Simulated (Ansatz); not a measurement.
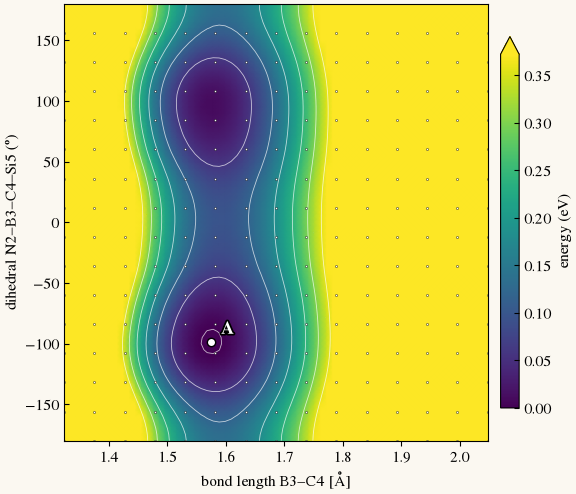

C2H8BNSi, SMILES C=NBC[SiH3]. Coordinates scanned: (1) bond length B3–C4; (2) dihedral N2–B3–C4–Si5. Nothing is relaxed (all other coordinates rigid). The grid has 15 × 15 points. Points are written as (first, second). Energies: eV, counted from the lowest grid point. Method: RKS PBE0-D4/def2-SVP in Ansatz 0.2.0.

Drawn: a smooth colour map with a few white contour lines, dots at the grid points, one colour for all values above the top of the scale, the well A. Between grid points the surface is interpolated.

Estimate the position of the minimum and the force constants in these coordinates. Take the well at A.

Answer. The interpolated minimum is at bond length B3–C4 ≈ 1.575 Å, dihedral N2–B3–C4–Si5 ≈ −99°. The curvatures there are about 24 eV/Å² and 0.24 eV/rad², with a cross term of about −0.06 eV/(Å·rad). Round the minimum the two coordinates are nearly uncoupled.
